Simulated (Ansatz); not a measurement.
Bond stretch in H₃Al, SMILES [AlH3]. The Al1–H4 bond (Al1 also carries H, H; H4 carries nothing else) is pulled apart rigidly from the PBE0/def2-TZVP optimised geometry.

Computed with: UCCSD(T) = CCSD(T) on UHF/cc-pVDZ, frozen core run with Ansatz (a quantum-chemistry and plane-wave program); RKS-B3LYP = restricted B3LYP/cc-pVDZ in Ansatz; RKS-PBE0 = restricted PBE0/cc-pVDZ (Ansatz); RKS-PBE = restricted PBE/cc-pVDZ in Ansatz; UKS-PBE = unrestricted PBE/cc-pVDZ (Ansatz); UKS-PBE0 = unrestricted PBE0/cc-pVDZ in Ansatz; UKS-B3LYP = unrestricted B3LYP/cc-pVDZ run with Ansatz; FCI = full CI/cc-pVDZ, frozen core run with Ansatz.

Cost and accuracy over the 21 points of the scan, with FCI as yardstick. Costs are rough ratios of core time within Ansatz on shared cores, each with its mean field (Kohn-Sham runs search longer for lower solutions than correlated ones do); the miss is the largest error against full CI of the curve after the mean shift, in kcal/mol.

Q: Which is the cheapest of these levels that stays within 2.9 kcal/mol of FCI?

A: UCCSD(T).

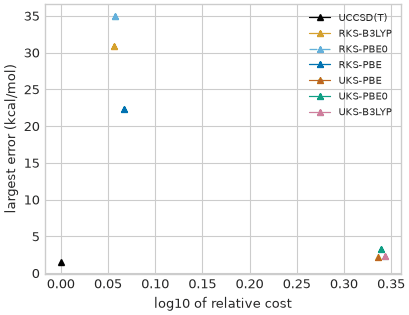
*Miss against cost, one point a level.*

```csv
level,relative cost,largest error
UCCSD(T),1,1.6
RKS-B3LYP,1,30.9
RKS-PBE0,1,35.0
RKS-PBE,1,22.3
UKS-PBE,2,2.2
UKS-PBE0,2,3.4
UKS-B3LYP,2,2.4
```

Costs within a factor of two of each other count as equal.

The unrestricted determinant behind UCCSD(T) is spin-contaminated at 2.40 to 5.51 Å (<S²> up to 1.0, against 0.00 for a pure singlet). The restricted form behind RKS-B3LYP, RKS-PBE0, RKS-PBE keeps the bonding electrons paired and can't separate into open-shell fragments. The unrestricted determinant behind UKS-PBE, UKS-PBE0, UKS-B3LYP is spin-contaminated at 2.91 to 5.51 Å (<S²> up to 1.0, against 0.00 for a pure singlet).
